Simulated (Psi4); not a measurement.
# SnTe (SMILES [Sn][Te]): TPSS/def2-TZVPPD (core potential)

What is the vertical electron affinity of SnTe at TPSS/def2-TZVPPD (core potential)? 

The results are computed with Psi4 1.11.

1 further run of the same task is left out (it didn't finish).

### 1 The molecule

SnTe has 2 atoms, charge 0, and is taken as a singlet. As SMILES, `[Sn][Te]`. The coordinates come from a PBE0-D4/def2-TZVP relaxation.

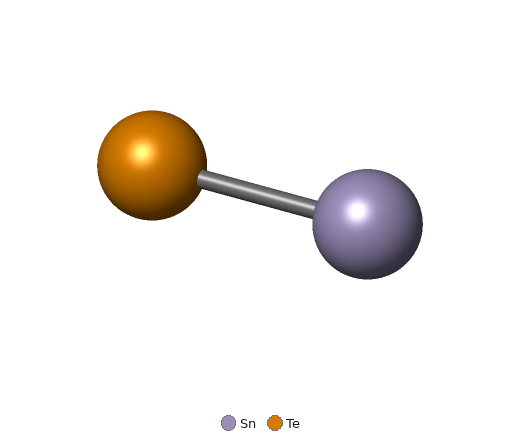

The structure, seen from a chosen angle (tin purple, tellurium orange).

### 2 Energy and forces at TPSS/def2-TZVPPD (core potential)

Input file job.in:

```
memory 2.2 GB

molecule molecule1 {
  0 1
  Sn     0.00000000     0.00000000     0.01783901
  Te     0.00000000     0.00000000     4.77596153
  units au
  symmetry c1
}

set {
  reference            rks
  puream               true
  e_convergence        1e-09
  d_convergence        1e-08
  scf_type             pk
  dft_radial_points    99
  dft_spherical_points 590
}

result, w = gradient('tpss/def2-TZVPPD', return_wfn=True)
oeprop(w, 'DIPOLE', 'MAYER_INDICES', 'WIBERG_LOWDIN_INDICES', title='TPSS')
print_variables()
```

Launch:

```bash
$ psi4 -n 1 job.in job.out
```

job.out, shortened:

```text
[...]
    !!!  WARNING: ECP capability is in beta. Please check occupations closely.  !!!
[...]
  Running in c1 symmetry.
[...]
  Nuclear repulsion =  110.968138752341318
[...]
  Multiplicity = 1
[...]
  Nalpha       = 23
  Nbeta        = 23
[...]
    Number of basis functions: 115
[...]
   @RKS iter   1:  -481.01449200244161   -1.60981e+00   1.30755e-02 DIIS/ADIIS
[...]
   @RKS iter  15:  -482.19716516620826   -2.72848e-12   2.91446e-09 DIIS
[...]
    Orbital Energies [Eh]
    ---------------------
    Doubly Occupied:
       1A     -6.058200     2A     -4.943237     3A     -4.220363
       4A     -4.220322     5A     -4.220322     6A     -3.316937
       7A     -3.316937     8A     -3.308741     9A     -1.482403
      10A     -1.480940    11A     -1.480940    12A     -1.480500
      13A     -1.480499    14A     -0.959386    15A     -0.959386
      16A     -0.954038    17A     -0.953056    18A     -0.953056
      19A     -0.559076    20A     -0.394670    21A     -0.224250
      22A     -0.216487    23A     -0.216487
[...]
  @RKS Final Energy:  -482.19716516620826
   => Energetics <=
    Nuclear Repulsion Energy =            110.9681387523413179
    One-Electron Energy =               -1065.2923084429232858
    Two-Electron Energy =                 510.7322896526277987
    DFT Exchange-Correlation Energy =     -38.6052851282541596
    Empirical Dispersion Energy =           0.0000000000000000
    VV10 Nonlocal Energy =                  0.0000000000000000
    Total Energy =                       -482.1971651662082650
[...]
  -Total Gradient:
     Atom            X                  Y                   Z
    ------   -----------------  -----------------  -----------------
       1        0.000000000099    -0.000000000013     0.006589691993
       2       -0.000000000099     0.000000000014    -0.006573899492
[...]
 Multipole Moments:
 ------------------------------------------------------------------------------------
     Multipole            Electronic (a.u.)      Nuclear  (a.u.)        Total (a.u.)
 ------------------------------------------------------------------------------------
 L = 1.  Multiply by 2.5417464519 to convert [e a0] to [Debye]
 Dipole X            :          0.0000000            0.0000000            0.0000000
 Dipole Y            :         -0.0000000            0.0000000           -0.0000000
 Dipole Z            :         -1.2592969            0.3755312           -0.8837657
 Magnitude           :                                                    0.8837657
[...]
```

Wall time 54 s (1 thread of AMD EPYC 7R43 (Zen 3), shared host); peak memory 0.72 GiB.

### 3 The doublet anion

Input file job.dat:

```
memory 2200 MB

molecule mol {
  -1 2
  Sn     0.000000     0.000000     0.009440
  Te     0.000000     0.000000     2.527330
  units angstrom
  symmetry c1
}

set basis def2-TZVPPD
set reference uks
set puream true
set e_convergence 1e-09
set d_convergence 1e-08
set scf_type pk
set dft_radial_points 99
set dft_spherical_points 590
set maxiter 100

e_tot, wfn = gradient('tpss', return_wfn=True)
oeprop(wfn, 'WIBERG_LOWDIN_INDICES', 'LOWDIN_CHARGES', 'QUADRUPOLE', title='TPSS')
print_variables()
```

Launch:

```bash
$ psi4 -i job.dat -o job.out -n 1
```

job.out, shortened:

```text
[...]
    !!!  WARNING: ECP capability is in beta. Please check occupations closely.  !!!
[...]
  Running in c1 symmetry.
[...]
  Nuclear repulsion =  110.968138891595729
[...]
  Multiplicity = 2
[...]
  Nalpha       = 24
  Nbeta        = 23
[...]
    Number of basis functions: 115
[...]
   @UKS iter   1:  -480.78434997993446   -1.16544e+00   1.41924e-02 ADIIS/DIIS
[...]
   @UKS iter  17:  -482.23026478976300   -8.52651e-13   4.63460e-09 DIIS
[...]
   @S^2 Observed:                7.546208567E-01
[...]
  @UKS Final Energy:  -482.23026478976300
   => Energetics <=
    Nuclear Repulsion Energy =            110.9681388915957285
    One-Electron Energy =               -1074.4589467855882958
    Two-Electron Energy =                 520.0639358242403887
    DFT Exchange-Correlation Energy =     -38.8033927200107840
    Empirical Dispersion Energy =           0.0000000000000000
    VV10 Nonlocal Energy =                  0.0000000000000000
    Total Energy =                       -482.2302647897629981
[...]
  -Total Gradient:
     Atom            X                  Y                   Z
    ------   -----------------  -----------------  -----------------
       1       -0.000000000060     0.000000000070     0.036313134098
       2        0.000000000060    -0.000000000070    -0.036301934031
[...]
 Multipole Moments:
 ------------------------------------------------------------------------------------
     Multipole            Electronic (a.u.)      Nuclear  (a.u.)        Total (a.u.)
 ------------------------------------------------------------------------------------
 L = 1.  Multiply by 2.5417464519 to convert [e a0] to [Debye]
 Dipole X            :         -0.0000000            0.0000000           -0.0000000
 Dipole Y            :          0.0000000            0.0000000            0.0000000
 Dipole Z            :         -0.4636016            0.3755312           -0.0880705
 Magnitude           :                                                    0.0880705
 L = 2.  Multiply by 1.3450342976 to convert [e a0^2] to [Debye ang]
 Quadrupole XX       :        -43.0215385            0.0000000          -43.0215385
 Quadrupole XY       :         -0.3814562            0.0000000           -0.3814562
[...]
```

Run time: 74 s. Hardware: 1 thread of AMD EPYC 7R43 (Zen 3), shared host; peak memory 0.72 GiB.

### 4 Results

At TPSS/def2-TZVPPD (core potential):

```
                                         quantity          value
                       singlet SnTe: total energy  -482.19717 Eh
                      singlet SnTe: dipole moment         2.25 D
                        singlet SnTe: HOMO energy       -5.89 eV
                        singlet SnTe: LUMO energy       -3.21 eV
                      singlet SnTe: HOMO–LUMO gap        2.68 eV
           singlet SnTe: largest force on an atom     0.339 eV/Å
                      doublet anion: total energy  -482.23026 Eh
doublet anion: HOMO energy (highest over α and β)        1.36 eV
 doublet anion: LUMO energy (lowest over α and β)        1.56 eV
                              doublet anion: ⟨S²⟩          0.755
          doublet anion: largest force on an atom     1.867 eV/Å
vertical electron affinity (to the doublet anion)       0.901 eV
```

At fixed nuclei the extra electron is bound by 0.90 eV (20.8 kcal/mol). The largest force (singlet SnTe) is 0.34 eV/Å: the shape isn't a stationary point for this species at this level. The HOMO (doublet anion) lies at positive energy, 1.36 eV, as semi-local functionals often give for anions; only total energies tell whether the electron is bound.
